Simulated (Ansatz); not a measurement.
# ClFH₃O₃W···HF (doublet): what the fields show

Input file:

```
crystal:
  periodic: [false, false, false]
  atoms:
    - { symbol: W, position_ang: [-0.070738, 0.039264, -0.396516] }
    - { symbol: F, position_ang: [-0.073133, 0.350878, 2.638375] }
    - { symbol: O, position_ang: [1.832916, 0.002995, -0.008562] }
    - { symbol: H, position_ang: [2.331686, -0.83628, 0.099371] }
    - { symbol: H, position_ang: [-0.011259, 1.481696, 0.515558] }
    - { symbol: Cl, position_ang: [-2.394388, 0.194467, -0.125533] }
    - { symbol: O, position_ang: [-0.128153, -1.678626, 0.450428] }
    - { symbol: H, position_ang: [0.71237, -2.007504, 0.83244] }
    - { symbol: O, position_ang: [-0.013352, 0.443401, -2.217666] }
    - { symbol: H, position_ang: [0.551623, 0.061012, -2.917435] }
    - { symbol: F, position_ang: [-0.001072, -0.707904, 3.405039] }
magnetization:
  spin_polarized: true
  initial_magnetization: 1
basis:
  gaussian: { orbitals: def2-SVP }
hamiltonian:
  xc: pbe
relax:
  f_tol: 0.03
  max_steps: 50
output:
  orbitals: {}
```

Command:

```sh
ansatz run input.yaml --threads 4 --pin off --max-ram 5120MiB --backend cpu --events-out ev --progress --plain --runs-dir out
```

The fields are those of the run's last geometry, not of the input's.

Core potentials replace the inner electrons of W.

The calculation used UKS PBE/def2-SVP (Ansatz 0.2.0).

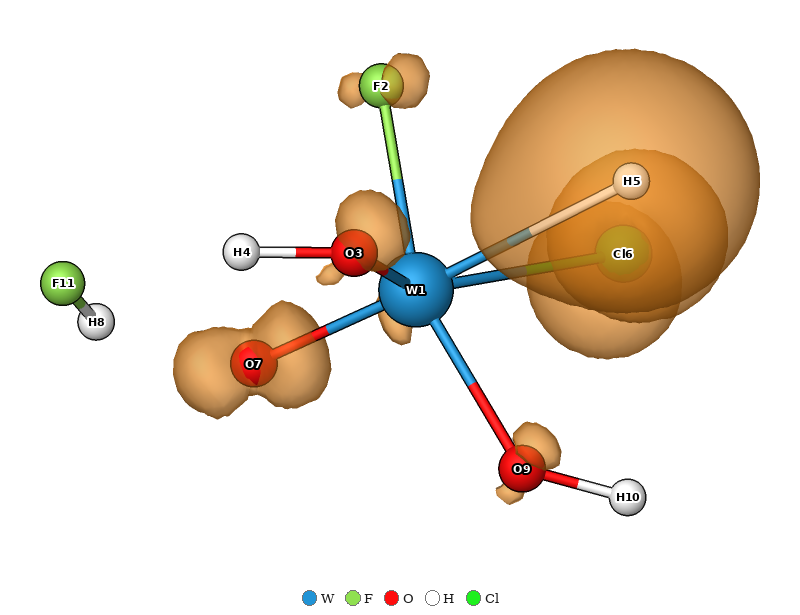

Figure 1. Isosurface of the spin density (α minus β) at +0.02 e/Å³ (orange), seen at a tilt.

Question: Where is the unpaired spin?

Answer: The unpaired spin (1 electron) lies mostly on H5 (about 0.6), Cl6 (about 0.2) and W1 (about 0.1), in electrons by Hirshfeld's partition.

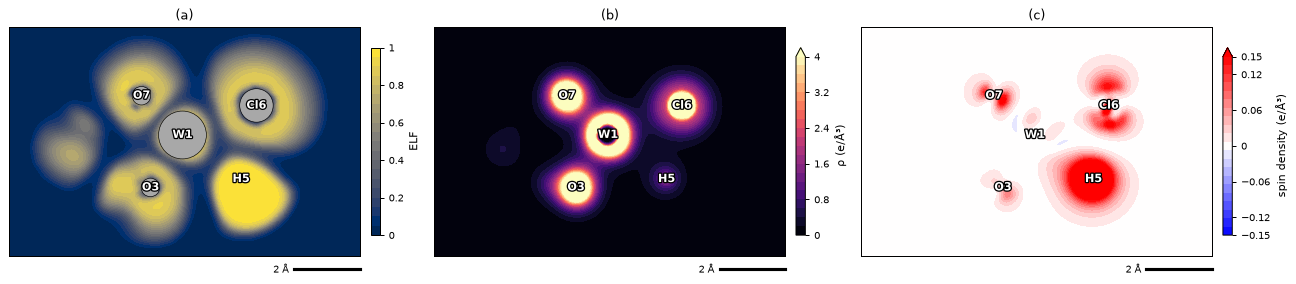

Figure 2. (a) electron localisation function; (b) electron density; (c) spin density (α minus β) on the plane of atoms H5, W1 and Cl6. Grey discs cover the atomic cores in the ELF map.

Question: Interpret the plot.

Answer: The plane passes through W, O, H and Cl nuclei. W–O (1.73 Å): ρ is about 1.7 e/Å³ halfway; the ELF peaks at about 0.80 in the valence shell of O, 0.5 Å from its nucleus, and is about 0.35 at the midpoint. W–Cl (2.42 Å): ρ is about 0.54 e/Å³ halfway; the ELF peaks at about 0.85 in the valence shell of Cl, 0.8 Å from its nucleus, and is about 0.40 at the midpoint. W–O (1.87 Å): ρ at the midpoint is about 1.2 e/Å³; the ELF peaks at about 0.85 in the valence shell of O, 0.5 Å from its nucleus, and drops to about 0.30 between the two atoms.

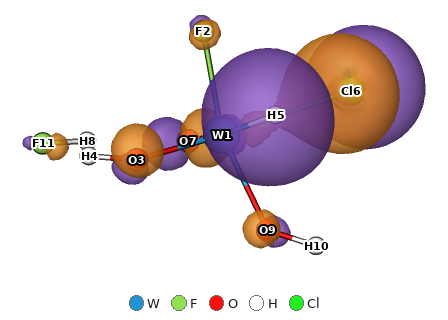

Figure 3. One frontier orbital at ±0.1 Å⁻³ᐟ² (orange and purple are the two phases), seen at a tilt.

Question: Which orbital is it: HOMO (α) or LUMO (α)?

Answer: The HOMO (α), at −6.96 eV. Its weight (Hirshfeld) is mainly on Cl6 (about 45 %), H5 (about 35 %) and W1 (about 10 %).

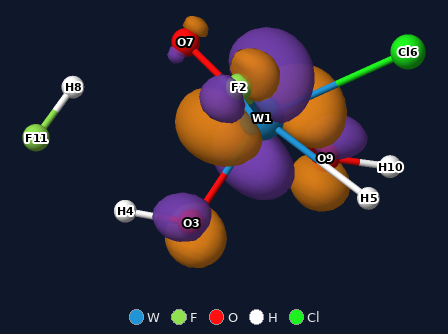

Figure 4. The LUMO (α) at ±0.2 Å⁻³ᐟ² (orange and purple are the two phases), seen from one side.

Question: What is the character of this orbital?

Answer: It lies mainly on W1 (about 60 %), O9 (about 10 %), O3 (about 10 %) and F2 (about 10 %). Its energy is −4.04 eV.
